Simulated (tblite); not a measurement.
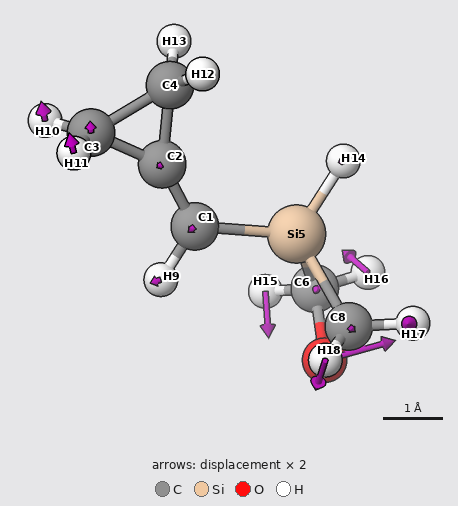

A relaxation of C6H10OSi. The starting structure is drawn; purple arrows show the displacements, magnified 2 times. The two geometries are superimposed by the best rigid fit.

Style: ball-and-stick. Shown from a free direction.

Computed with GFN2-xTB geometry optimisation, gas phase (tblite 0.8.0). 

Question: Which element moves most?

Answer: Oxygen: up to 0.65 Å, against 0.42 Å for hydrogen.

Question: What did the optimiser do to the structure, and how much energy did it gain?

Answer: After 77 geometry steps the energy has fallen by 41.1 kJ/mol. The largest move after the best rigid fit is that of the O atom, 0.65 Å. By element the largest moves are O 0.65 Å, H 0.42 Å, C 0.11 Å, Si 0.02 Å. Some distances before and after: C–Si 1.858 → 1.924 Å, C–C 1.575 → 1.519 Å, C–Si 1.826 → 1.875 Å, C–C 1.414 → 1.462 Å. Bond angles that change, for instance: C–C–C 144.6° → 149.6°, C–C–C 67.4° → 62.6°, C–O–C 98.4° → 103.1°. Groups turn about C–O by about 30°, C–O by about 30°, C–Si by about 25°.
